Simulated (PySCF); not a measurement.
**C₂H₇ClO₂Si: geometry, spin-spin couplings**

What spin-spin couplings should C₂H₇ClO₂Si (`CO[SiH](Cl)OC`) show?

The runs use PySCF 2.14.0, with density-fitted response routines of our own; the level of theory stands in each step. All values are computed, except where a source is named. Atoms count from 0, in the outputs and in this text.

## (1) Starting geometry

13 atoms, charge 0, multiplicity 1; geometry from: GFN2-xTB. The atoms were then displaced at random by about 0.01 Å, so the start is not that level's minimum.

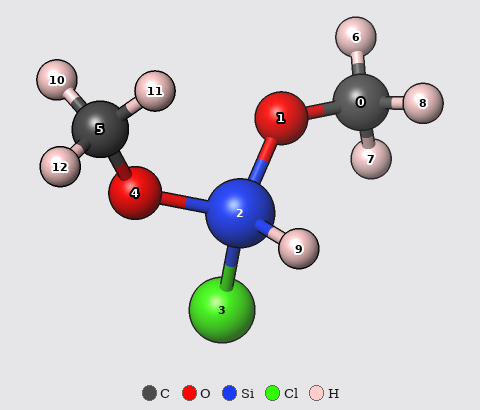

As it starts; carbon dark grey, oxygen red, silicon blue, chlorine green, hydrogen pink, atoms numbered.

## (2) Geometry optimisation at PBE0-D3(BJ)/def2-SVP

Job settings and geometry (Å):

```
{"job": {"xc": "PBE0", "basis": "def2-SVP", "d3": "d3bj", "grid": 1, "shake": 0.01, "kind": "geom"}, "charge": 0, "multiplicity": 1}
C     -2.265360    -0.627160    -0.340960
O     -0.899600    -0.444710    -0.352170
Si    -0.030290     0.911850    -0.279980
Cl    -0.477490     2.197250    -1.723640
O      1.511690     0.530000    -0.616820
C      2.388460    -0.369500    -0.008350
H     -2.496560    -1.601560    -0.723570
H     -2.750650     0.149880    -0.986140
H     -2.674940    -0.498590     0.690560
H     -0.164110     1.556820     1.038070
H      2.621580    -1.163120    -0.715490
H      1.964310    -0.825000     0.892280
H      3.278800     0.166960     0.254620
```

Command:

```sh
> OMP_NUM_THREADS=1 python probes_run.py task.json out
```

The driver reads the jobs from task.json and runs them one after another.

Log:

```text
step   0  E = -979.73899180  max force = 0.032263
step   1  E = -979.74502206  max force = 0.007033
step   2  E = -979.74547555  max force = 0.003084
step   3  E = -979.74565650  max force = 0.002442
step   4  E = -979.74572637  max force = 0.001876
step   5  E = -979.74578295  max force = 0.002164
step   6  E = -979.74583466  max force = 0.001997
step   7  E = -979.74590054  max force = 0.001300
step   8  E = -979.74599691  max force = 0.002408
step   9  E = -979.74615307  max force = 0.003725
step  10  E = -979.74631523  max force = 0.004916
step  11  E = -979.74649440  max force = 0.003546
step  12  E = -979.74661569  max force = 0.001875
step  13  E = -979.74666361  max force = 0.001463
step  14  E = -979.74670826  max force = 0.002069
step  15  E = -979.74671692  max force = 0.001309
step  16  E = -979.74672695  max force = 0.001700
step  17  E = -979.74674404  max force = 0.002398
step  18  E = -979.74681025  max force = 0.004311
step  19  E = -979.74691510  max force = 0.004164
step  20  E = -979.74706267  max force = 0.001724
step  21  E = -979.74765124  max force = 0.010652
step  22  E = -979.74795047  max force = 0.004743
step  23  E = -979.74920922  max force = 0.007120
step  24  E = -979.74965347  max force = 0.005002
step  25  E = -979.75003097  max force = 0.001634
step  26  E = -979.75025025  max force = 0.000929
step  27  E = -979.75019691  max force = 0.002019
step  28  E = -979.75033797  max force = 0.000902
step  29  E = -979.75033436  max force = 0.000420
step  30  E = -979.75033534  max force = 0.000275
step  31  E = -979.75033702  max force = 0.000326
optimisation converged
```

Run time: 2.9 min. Hardware: 1 thread of Arm Neoverse V2, shared host; peak memory 0.53 GiB.

Step by step: (the energy doesn't fall at every step)

| step | energy from step 0 (eV) | largest force component (eV/Å) |
| --- | --- | --- |
| 0 | 0.0000 | 1.6590 |
| 1 | -0.1641 | 0.3617 |
| 2 | -0.1764 | 0.1586 |
| 3 | -0.1814 | 0.1256 |
| 4 | -0.1833 | 0.0965 |
| 5 | -0.1848 | 0.1113 |
| 6 | -0.1862 | 0.1027 |
| 7 | -0.1880 | 0.0668 |
| 8 | -0.1906 | 0.1238 |
| 9 | -0.1949 | 0.1915 |
| 10 | -0.1993 | 0.2528 |
| 11 | -0.2042 | 0.1823 |
| 12 | -0.2075 | 0.0964 |
| 13 | -0.2088 | 0.0752 |
| 14 | -0.2100 | 0.1064 |
| 15 | -0.2102 | 0.0673 |
| 16 | -0.2105 | 0.0874 |
| 17 | -0.2109 | 0.1233 |
| 18 | -0.2128 | 0.2217 |
| 19 | -0.2156 | 0.2141 |
| 20 | -0.2196 | 0.0887 |
| 21 | -0.2356 | 0.5477 |
| 22 | -0.2438 | 0.2439 |
| 23 | -0.2780 | 0.3661 |
| 24 | -0.2901 | 0.2572 |
| 25 | -0.3004 | 0.0840 |
| 26 | -0.3064 | 0.0478 |
| 27 | -0.3049 | 0.1038 |
| 28 | -0.3087 | 0.0464 |
| 29 | -0.3086 | 0.0216 |
| 30 | -0.3087 | 0.0141 |
| 31 | -0.3087 | 0.0168 |

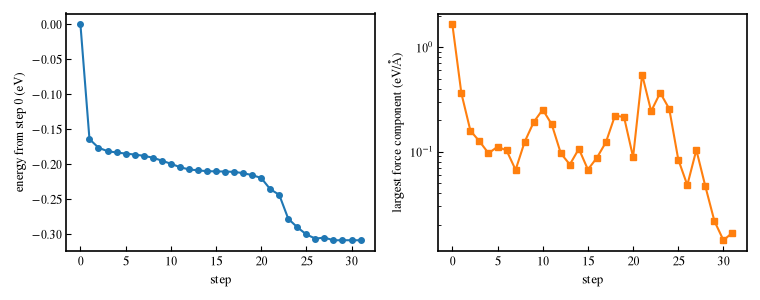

Energy and largest force along the relaxation.

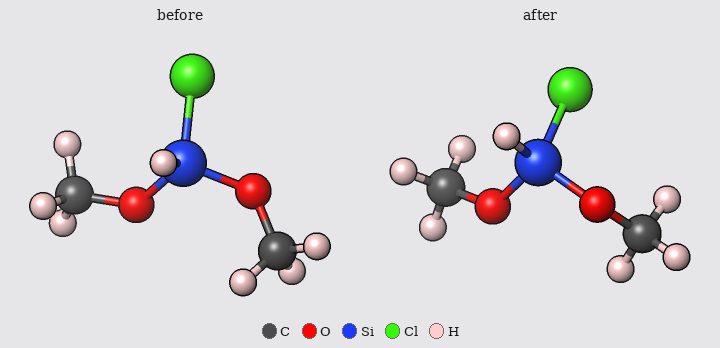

Before and after, at one scale.

Close pairs (by a distance rule), those that changed most:

| bond | before (Å) | after (Å) | change (Å) |
| --- | --- | --- | --- |
| Si2–Cl3 | 1.984 | 2.073 | +0.089 |
| C5–H12 | 1.072 | 1.104 | +0.031 |
| O1–Si2 | 1.613 | 1.643 | +0.030 |
| C0–H6 | 1.072 | 1.100 | +0.028 |
| C0–O1 | 1.378 | 1.402 | +0.024 |
| C0–H7 | 1.121 | 1.104 | -0.017 |
| C5–H10 | 1.088 | 1.103 | +0.014 |
| C0–H8 | 1.117 | 1.104 | -0.013 |

The next job starts from the end point, and lists it.

| at the end point | value |
| --- | --- |
| point group (found at 0.08 Å tolerance) | C1 |
| rotational constants (GHz, main isotopes) | 2.549, 1.936, 1.318 |
| dipole moment (D) | 1.30 |

## (3) Spin-spin couplings: B3LYP/cc-pVTZ

Job settings and geometry (Å):

```
{"job": {"kind": "j", "xc": "B3LYP", "basis": "cc-pVTZ"}, "charge": 0, "multiplicity": 1}
C     -2.183959    -0.727653    -0.544126
O     -0.960880    -0.482067     0.096017
Si    -0.126135     0.930225     0.190615
Cl    -0.128623     1.772080    -1.704270
O      1.406304     0.615117     0.663965
C      2.331566    -0.182018    -0.033566
H     -2.328929    -1.815355    -0.619386
H     -2.203395    -0.300711    -1.561602
H     -3.030810    -0.307399     0.026214
H     -0.696154     1.898218     1.148160
H      1.979302    -1.223164    -0.122214
H      3.280896    -0.177889     0.520749
H      2.516325     0.212825    -1.047431
```

Level: B3LYP/cc-pVTZ indirect spin-spin coupling, non-relativistic, gas phase.

Log:

```text
coarse grid: 11936 points
cycle   1  E = -980.6812813579  dE =  6.197e-01  |g| = 9.961e-01  |ddm| = 6.968e+00
cycle   2  E = -980.3135129722  dE =  3.678e-01  |g| = 1.728e+00  |ddm| = 2.987e+00
cycle   3  E = -980.8479311989  dE = -5.344e-01  |g| = 1.309e-01  |ddm| = 1.938e+00
cycle   4  E = -980.8510433629  dE = -3.112e-03  |g| = 5.589e-02  |ddm| = 2.401e-01
cycle   5  E = -980.8517302047  dE = -6.868e-04  |g| = 1.157e-02  |ddm| = 8.637e-02
cycle   6  E = -980.8517567945  dE = -2.659e-05  |g| = 4.671e-03  |ddm| = 1.909e-02
cycle   7  E = -980.8517605606  dE = -3.766e-06  |g| = 1.402e-03  |ddm| = 6.221e-03
final grid: 106112 points
cycle   8  E = -980.8513456889  dE = -5.495e-05  |g| = 6.445e-03  |ddm| = 7.264e-02
cycle   9  E = -980.8513394481  dE =  6.241e-06  |g| = 8.664e-03  |ddm| = 2.106e-02
cycle  10  E = -980.8513537271  dE = -1.428e-05  |g| = 1.145e-03  |ddm| = 1.158e-02
cycle  11  E = -980.8513539506  dE = -2.234e-07  |g| = 2.809e-04  |ddm| = 1.662e-03
cycle  12  E = -980.8513539658  dE = -1.522e-08  |g| = 5.893e-05  |ddm| = 3.960e-04
cycle  13  E = -980.8513539664  dE = -6.078e-10  |g| = 2.490e-05  |ddm| = 8.691e-05
converged SCF energy = -980.8513539664

Indirect spin-spin couplings (Hz)
  i      j    bonds     total        FC       PSO       DSO        SD
  0 C    1 O    1     19.941    21.242    -1.168    -0.133         -
  0 C    2 Si   2      0.789     0.491     0.275     0.033    -0.010
  0 C    4 O    3      0.067    -0.015     0.027     0.055         -
  0 C    6 H    1    136.525   135.314     0.482     0.729         -
  0 C    7 H    1    130.742   129.474     0.459     0.809         -
  0 C    8 H    1    129.954   128.662     0.533     0.758         -
  0 C    9 H    3     -0.398    -0.327     0.127    -0.198         -
  1 O    2 Si   1    -21.174   -14.118    -7.236     0.084     0.096
  1 O    5 C    3     -0.173    -0.171     0.002    -0.003         -
  1 O    6 H    2     -9.897    -9.136    -0.810     0.049         -
  1 O    7 H    2     -1.269    -0.513    -0.820     0.064         -
  1 O    8 H    2     -2.601    -1.897    -0.784     0.080         -
  1 O    9 H    2     -9.705   -10.095     0.234     0.156         -
  1 O   10 H    4     -0.228    -0.156     0.107    -0.179         -
  1 O   12 H    4     -0.173    -0.191    -0.033     0.051         -
  2 Si   4 O    1    -26.052   -18.493    -7.870     0.081     0.230
  2 Si   5 C    2      3.227     2.962     0.230     0.029     0.005
  2 Si   6 H    3    -13.743   -13.559    -0.421     0.327    -0.090
  2 Si   7 H    3     -3.472    -3.597     0.142    -0.021     0.004
  2 Si   8 H    3      0.127     0.001     0.078     0.066    -0.017
  2 Si   9 H    1   -274.817  -275.268     1.189    -0.548    -0.191
  2 Si  10 H    3     -0.943    -1.069     0.078     0.029     0.018
  2 Si  11 H    3    -14.690   -14.481    -0.466     0.341    -0.085
  2 Si  12 H    3     -2.123    -2.236     0.098     0.004     0.011
  4 O    5 C    1     20.578    22.023    -1.312    -0.133         -
  4 O    6 H    4      0.197     0.120    -0.077     0.154         -
  4 O    9 H    2    -24.882   -25.057     0.097     0.078         -
  4 O   10 H    2     -1.772    -1.062    -0.781     0.070         -
  4 O   11 H    2    -10.124    -9.345    -0.829     0.049         -
  4 O   12 H    2     -1.665    -0.918    -0.811     0.064         -
  5 C    9 H    3      3.303     3.537     0.287    -0.521         -
  5 C   10 H    1    131.197   129.936     0.471     0.790         -
  5 C   11 H    1    136.761   135.563     0.470     0.728         -
  5 C   12 H    1    130.347   129.073     0.470     0.804         -
  6 H    7 H    2    -10.163   -10.155     2.252    -2.260         -
  6 H    8 H    2    -10.045    -9.976     2.303    -2.372         -
  7 H    8 H    2     -8.434    -8.488     2.205    -2.151         -
  7 H    9 H    4     -0.372     0.001     0.536    -0.909         -
  7 H   11 H    6     -0.236    -0.005     0.792    -1.023         -
  8 H   10 H    6     -0.160    -0.006     0.685    -0.839         -
  8 H   11 H    6     -0.239    -0.003     0.870    -1.106         -
  8 H   12 H    6     -0.277    -0.005     0.791    -1.063         -
  9 H   10 H    4     -1.213    -0.451     1.043    -1.805         -
  9 H   12 H    4     -1.262    -0.505     0.949    -1.706         -
 10 H   11 H    2     -9.793    -9.728     2.288    -2.353         -
 10 H   12 H    2     -8.387    -8.444     2.154    -2.097         -
 11 H   12 H    2    -10.178   -10.151     2.270    -2.297         -
```

Run time: 46 s. Hardware: 1 thread of Arm Neoverse V2, shared host; peak memory 1.1 GiB.

This basis has no tight s functions, so the Fermi-contact terms are rough.

A choice of the couplings up to four bonds, sorted by the number of bonds, with means over like pairs; isotopes 13C, 1H, 17O, 29Si:

| pair | bonds | J (Hz) | Fermi contact (Hz) |
| --- | --- | --- | --- |
| Si2–H9 | 1 | -274.8 | -275.3 |
| C0–H6 | 1 | 132.6 | 131.3 |
| O1–Si2 | 1 | -23.6 | -16.3 |
| C0–O1 | 1 | 20.3 | 21.6 |
| O1–H9 | 2 | -17.3 | -17.6 |
| H6–H7 | 2 | -9.5 | -9.5 |
| O1–H6 | 2 | -4.6 | -3.8 |
| C0–Si2 | 2 | 2.0 | 1.7 |
| Si2–H6 | 3 | -5.8 | -5.8 |
| C0–H9 | 3 | 1.5 | 1.6 |

The spin-dipole term was solved for some atoms only; pairs without it lack that part.

The response was solved for the nuclei of C, H, Si alone, so couplings that need other nuclei can be missing.

Quadrupole couplings from the field gradients of the same density:

| atom | isotope | eQq/h (MHz) | η |
| --- | --- | --- | --- |
| Cl3 | 35Cl | -33.8 | 0.05 |
| O1 | 17O | -9.808 | 0.38 |
| O4 | 17O | -9.690 | 0.38 |

## (4) J couplings: B3LYP/6-31G*

Same as in step 3 but for these lines:

```diff
@@ -1,2 +1,2 @@
-{"job": {"kind": "j", "xc": "B3LYP", "basis": "cc-pVTZ"}, "charge": 0, "multiplicity": 1}
+{"job": {"kind": "j", "xc": "B3LYP", "basis": "6-31G*"}, "charge": 0, "multiplicity": 1}
 C     -2.183959    -0.727653    -0.544126
```

Method: B3LYP/6-31G* indirect spin-spin coupling, non-relativistic, gas phase.

Log:

```text
coarse grid: 11936 points
cycle   1  E = -980.5766144693  dE =  6.420e-01  |g| = 9.193e-01  |ddm| = 3.232e+00
cycle   2  E = -980.2748123564  dE =  3.018e-01  |g| = 1.551e+00  |ddm| = 2.077e+00
cycle   3  E = -980.7383861754  dE = -4.636e-01  |g| = 1.059e-01  |ddm| = 1.414e+00
cycle   4  E = -980.7408602983  dE = -2.474e-03  |g| = 4.150e-02  |ddm| = 1.773e-01
cycle   5  E = -980.7413689136  dE = -5.086e-04  |g| = 7.025e-03  |ddm| = 6.126e-02
cycle   6  E = -980.7413814855  dE = -1.257e-05  |g| = 1.459e-03  |ddm| = 9.043e-03
cycle   7  E = -980.7413820402  dE = -5.547e-07  |g| = 2.631e-04  |ddm| = 1.903e-03
final grid: 106112 points
cycle   8  E = -980.6719501448  dE = -1.022e-05  |g| = 4.989e-03  |ddm| = 1.310e-02
cycle   9  E = -980.6719480839  dE =  2.061e-06  |g| = 5.855e-03  |ddm| = 9.492e-03
cycle  10  E = -980.6719566191  dE = -8.535e-06  |g| = 4.203e-04  |ddm| = 4.904e-03
cycle  11  E = -980.6719566506  dE = -3.151e-08  |g| = 1.625e-04  |ddm| = 4.726e-04
cycle  12  E = -980.6719566557  dE = -5.049e-09  |g| = 2.424e-05  |ddm| = 1.427e-04
cycle  13  E = -980.6719566558  dE = -1.075e-10  |g| = 1.015e-05  |ddm| = 3.005e-05
converged SCF energy = -980.6719566558

Indirect spin-spin couplings (Hz)
  i      j    bonds     total        FC       PSO       DSO        SD
  0 C    1 O    1      6.330     7.589    -1.118    -0.141         -
  0 C    2 Si   2      0.242    -0.025     0.256     0.032    -0.021
  0 C    4 O    3     -0.160    -0.244     0.030     0.054         -
  0 C    6 H    1    156.008   155.026     0.195     0.786         -
  0 C    7 H    1    151.303   150.225     0.215     0.863         -
  0 C    8 H    1    150.680   149.610     0.257     0.814         -
  0 C    9 H    3     -0.419    -0.305     0.080    -0.193         -
  1 O    2 Si   1    -12.724    -6.786    -6.044     0.086     0.021
  1 O    5 C    3     -0.188    -0.192     0.007    -0.003         -
  1 O    6 H    2    -10.283    -9.671    -0.650     0.038         -
  1 O    7 H    2     -1.881    -1.267    -0.662     0.048         -
  1 O    8 H    2     -3.285    -2.720    -0.630     0.065         -
  1 O    9 H    2    -10.061   -10.419     0.209     0.148         -
  1 O   10 H    4     -0.413    -0.341     0.102    -0.174         -
  2 Si   4 O    1    -14.598    -8.182    -6.644     0.084     0.144
  2 Si   5 C    2      3.067     2.771     0.270     0.029    -0.002
  2 Si   6 H    3    -11.489   -11.440    -0.276     0.324    -0.097
  2 Si   7 H    3     -2.791    -2.874     0.104    -0.023     0.003
  2 Si   8 H    3      0.133     0.033     0.054     0.064    -0.018
  2 Si   9 H    1   -291.625  -291.351     0.910    -0.576    -0.608
  2 Si  10 H    3     -0.534    -0.853     0.272     0.027     0.019
  2 Si  11 H    3    -12.496   -12.481    -0.261     0.338    -0.092
  2 Si  12 H    3     -1.591    -1.809     0.204     0.002     0.011
  4 O    5 C    1      7.226     8.599    -1.232    -0.141         -
  4 O    6 H    4      0.222     0.125    -0.054     0.151         -
  4 O    9 H    2    -21.930   -22.083     0.078     0.075         -
  4 O   10 H    2     -2.364    -1.810    -0.609     0.055         -
  4 O   11 H    2    -10.518    -9.896    -0.660     0.039         -
  4 O   12 H    2     -2.229    -1.634    -0.644     0.049         -
  5 C    9 H    3      3.167     3.495     0.187    -0.516         -
  5 C   10 H    1    152.532   151.481     0.207     0.844         -
  5 C   11 H    1    155.799   154.829     0.184     0.787         -
  5 C   12 H    1    151.646   150.577     0.211     0.858         -
  6 H    7 H    2    -13.432   -12.507     1.212    -2.136         -
  6 H    8 H    2    -13.202   -12.199     1.245    -2.248         -
  6 H    9 H    4     -0.219     0.524     0.766    -1.508         -
  6 H   11 H    6     -0.313     0.041     0.463    -0.817         -
  6 H   12 H    6     -0.267    -0.001     0.299    -0.565         -
  7 H    8 H    2    -11.997   -11.168     1.199    -2.027         -
  7 H    9 H    4     -0.648    -0.037     0.278    -0.889         -
  7 H   11 H    6     -0.485    -0.007     0.536    -1.014         -
  7 H   12 H    6     -0.189     0.003     0.047    -0.239         -
  8 H    9 H    4      0.244     0.112    -0.208     0.339         -
  8 H   10 H    6     -0.337     0.005     0.491    -0.833         -
  8 H   11 H    6     -0.501    -0.005     0.601    -1.097         -
  8 H   12 H    6     -0.521    -0.004     0.537    -1.054         -
  9 H   10 H    4     -1.589    -0.468     0.664    -1.786         -
  9 H   11 H    4     -0.507     0.215     0.704    -1.427         -
  9 H   12 H    4     -1.671    -0.571     0.586    -1.687         -
 10 H   11 H    2    -12.962   -11.955     1.222    -2.229         -
 10 H   12 H    2    -12.183   -11.364     1.154    -1.973         -
 11 H   12 H    2    -13.339   -12.384     1.218    -2.174         -
```

Wall time 10 s (1 thread of Arm Neoverse V2, shared host); peak memory 0.65 GiB.

The basis is not made for couplings: without tight functions at the nuclei these values are rough.

In short: J(Si2,H9) -291.6 Hz, J(C0,H6) 153.0 Hz, J(O1,H9) -16.0 Hz (means over like pairs).

## (5) Run by run: spin-spin couplings

Couplings (Hz), each a mean over the pairs like the one named, with basis size and wall time:

| run | Si2–H9 | C0–H6 | O1–Si2 | C0–O1 | O1–H9 | H6–H7 | Si2–H6 | functions | time |
| --- | --- | --- | --- | --- | --- | --- | --- | --- | --- |
| B3LYP/cc-pVTZ | -274.8 | 132.6 | -23.6 | 20.3 | -17.3 | -9.5 | -5.8 | 286 | 46 s |
| B3LYP/6-31G* | -291.6 | 153.0 | -13.7 | 6.8 | -16.0 | -12.9 | -4.8 | 106 | 10 s |

## (6) Summary of results

| quantity | value |
| --- | --- |
| point group | C1 |
| rotational constants (main isotopes) | 2.55, 1.94, 1.32 GHz |
| largest coupling of the table (B3LYP/cc-pVTZ) | ¹J(Si,H) Si2–H9, -274.8 Hz |
| range of J(Si2,H9), mean over like pairs | -291.6 to -274.8 Hz |

Relaxing lowered the energy by 0.309 eV in 31 steps; the close pair that moved most is Si2–Cl3, from 1.984 to 2.073 Å. No frequency check was run at this level, so the end point may be a saddle. Of the pairs tabulated at B3LYP/cc-pVTZ, Si2–H9 couples most strongly (-274.8 Hz; Fermi contact -275.3 Hz). Couplings across rotatable bonds belong to this one conformer; where others are populated, the observed values are averages. The coupling Si2–H9, as a mean over pairs of its kind, runs from -291.6 Hz (B3LYP/6-31G*) to -274.8 Hz (B3LYP/cc-pVTZ). Couplings from bases without tight functions are rough.
